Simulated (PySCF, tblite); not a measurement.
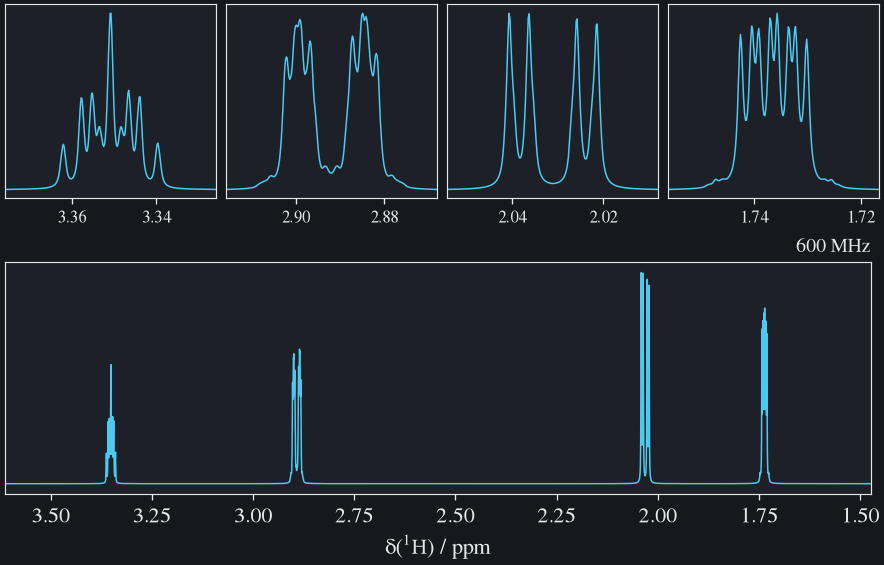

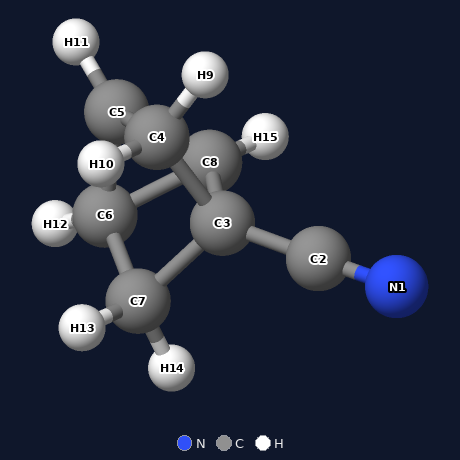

C₇H₇N, SMILES N#C[C@]12C[C@@H]3[C@H](C1)[C@@H]32. Simulated ¹H spectrum at 600 MHz, line width 0.6 Hz, from GIAO shifts (PBE0/pcSseg-1, against TMS) and couplings (B3LYP/pcJ-1), PySCF, at a GFN2-xTB geometry (a minimum by its frequencies). Gas phase, values of one conformer, averaged over methyl-type rotors and exact or near symmetry; couplings among ¹H are treated exactly, other nuclei are left out. The spin-dipole term of J is left out for all pairs. The upper panels enlarge each group of lines, each scaled alone.

Assign the signals.

| δ (ppm) | nuclei | atoms |
| --- | --- | --- |
| 3.35 | 1 | H15 |
| 2.89 | 2 | H9, H14 |
| 2.03 | 2 | H10, H13 |
| 1.74 | 2 | H11, H12 |

Give the coupling constants used.

| pair | J (Hz) |
| --- | --- |
| H9–H10, H14–H13 | −8.7 |
| H15–H11, H15–H12 | 4.1 |
| H11–H12 | 4.1 |
| H9–H11, H14–H12 | 3.0 |
| H15–H10, H15–H13 | 2.6 |
| H9–H14 | 0.9 |

Not listed: couplings under 0.5 Hz, those between magnetically equivalent nuclei.

Caveats, for all or some of the runs: the tight-binding geometry is rougher than a DFT one and adds to the error.
